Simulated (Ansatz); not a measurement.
NaI (rock salt)

```xyz
2
Lattice="0.0000 3.2645 3.2645 3.2645 0.0000 3.2645 3.2645 3.2645 0.0000" Properties=species:S:1:pos:R:3 pbc="T T T"
I      0.0000     0.0000     0.0000
Na     3.2645     3.2645     3.2645
```

The volume is varied about the relaxed value V₀ at fixed cell shape. Symmetry pins the atoms to their sites.

Computed with PBE (plane waves to 420 eV, PAW, scalar-relativistic; Ansatz, a program for electronic structure). k mesh 9×9×9 (Γ-centred), Fermi-Dirac smearing 0.05 eV. Energies are smeared free energies. NaI was relaxed with its symmetry unable to fall. Spin-orbit coupling is left out, though I is heavy. ΔE is measured from the relaxed starting cell.

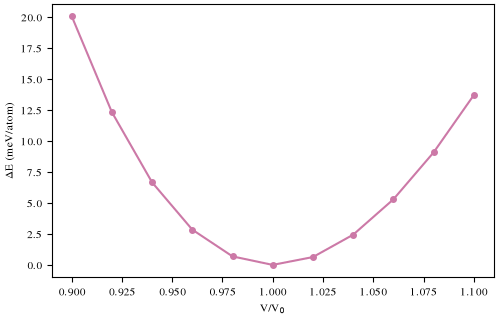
Figure: ΔE (meV/atom) against V/V₀; computed points joined by lines.

Problem. What bulk modulus B₀ follows from a third-order Birch-Murnaghan fit?

Solution. About 15 GPa.

Problem. What is ΔE at V/V₀ = 1.100?

Solution. About 14 meV/atom.

Problem. What is ΔE at V/V₀ = 0.900?

Solution. About 20 meV/atom.

(A scan under strain: stresses follow from slopes of the energy per volume, elastic moduli from its curvatures.)
